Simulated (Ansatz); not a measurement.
# Leakage through CaO between Li(100) and Li(100): one more thickness

The current through thinner CaO barriers is known. What leaks through 5 layers at 0.25 V?

**Method.** Ansatz 0.2.0, plane waves with PAW datasets, PBE; a slab with two metal leads whose outer parts are reservoirs, with density and current solved under bias (Landauer, 300 K). The CaO is strained to the lead's lattice, the interfaces are relaxed in a short slab (PBE+D3(BJ)), and bulk layers are laid on.

Results; the value marked ? is to be predicted:

| layers of CaO | cell length (Å) | drop between the leads' cuts at 0.25 V (V) | current density at 0.25 V (A/m²) |
| --- | --- | --- | --- |
| 1 | 61.10 | 0.191 | 3.31×10¹³ |
| 3 | 65.72 | 0.243 | 1.43×10¹² |
| 4 | 68.08 | 0.246 | 3.81×10¹¹ |
| 5 | 70.43 | 0.248 | ? |

Worked fit:

Deep in a barrier the current should fall by a fixed factor for each layer; the steps shown give 4.8 and 3.8 per layer. A straight line through ln J for 3 and 4 layers has the slope −1.324 per layer, a factor of 3.8; with about 2.36 Å per layer that is β = 0.56 Å⁻¹. Then J = exp(31.962 − 1.324 × 5). Predicted: 1.01×10¹¹ A/m².

Check against the run:

6.72×10¹⁰ A/m², so the prediction is 51 % too high. From 4 to 5 layers the current falls by 5.7 per layer, against the fitted 3.8. The steps are uneven, so one factor describes this series only roughly.

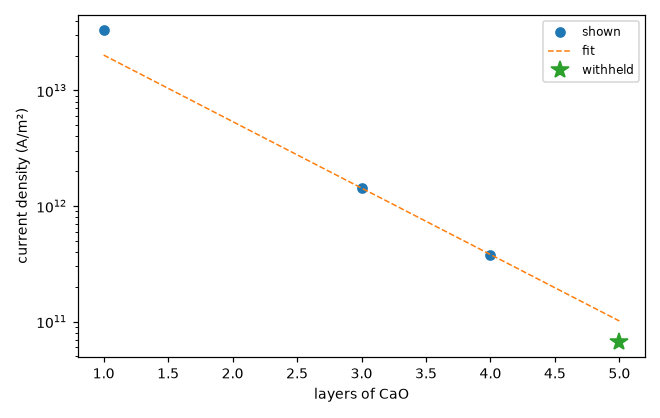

Current density against thickness.

**Limits.** On every other k-point the currents of these runs, at any bias, move by up to 19 %. A semilocal functional makes the barrier's gap too small; each thickness has its own relaxed interfaces.
